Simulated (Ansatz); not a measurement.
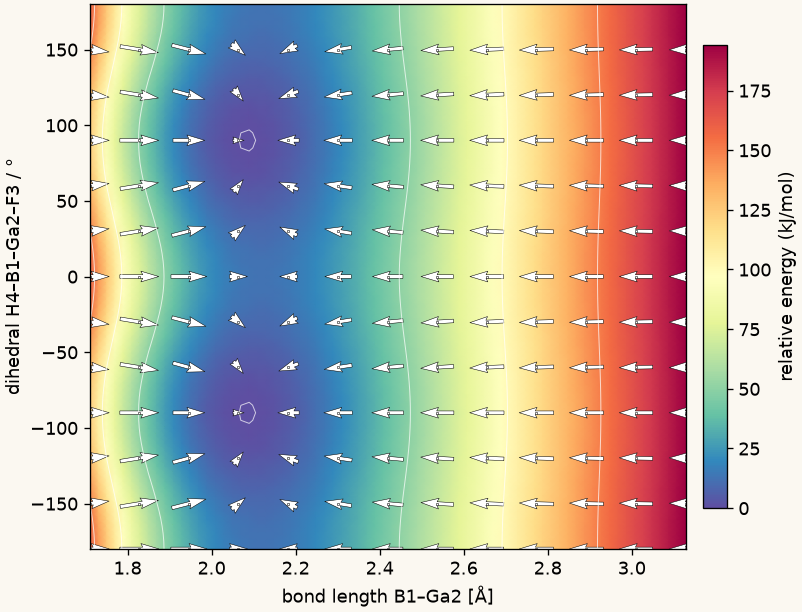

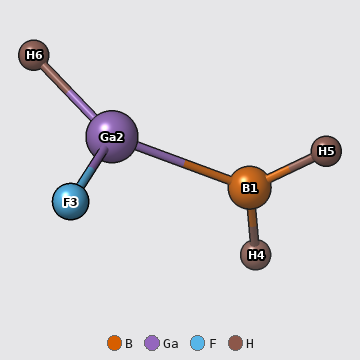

Energy landscape of BFGaH₃, SMILES [BH2][GaH][F]. The first coordinate is: bond length B1–Ga2; the second: dihedral H4–B1–Ga2–F3. Nothing is relaxed (all other coordinates rigid). The grid has 13 × 12 points; 143 points were computed and 13 follow by symmetry. Points are written as (first, second). Energies: kJ/mol, counted from the lowest grid point. The reference is spin-restricted, which grows unreliable where a bond is stretched far. Method: Ansatz 0.2.0, RKS B3LYP-D4/def2-TZVP.

In the figure: a smooth colour map with a few white contour lines, dots at the grid points, arrows along the force (downhill), their lengths compressed. Between grid points the surface is interpolated. The second picture is the structure at the lowest point.

> Summarise what can be read from the map.

The lowest grid point is at (2.064 Å, 90°); the map holds 2 wells of about this depth. No other kind of well shows on this grid. The highest grid point, (3.128 Å, −180°), lies 194 kJ/mol above the lowest. On the interpolated surface the easiest way out of the lowest well to a well of about the same depth near (2.064 Å, −90°) passes a barrier of about 13 kJ/mol. Round the minimum the two coordinates are nearly uncoupled.

The whole map (143 points run) took 8.3 min on 1 thread of Arm Neoverse V2, with other jobs on the host.
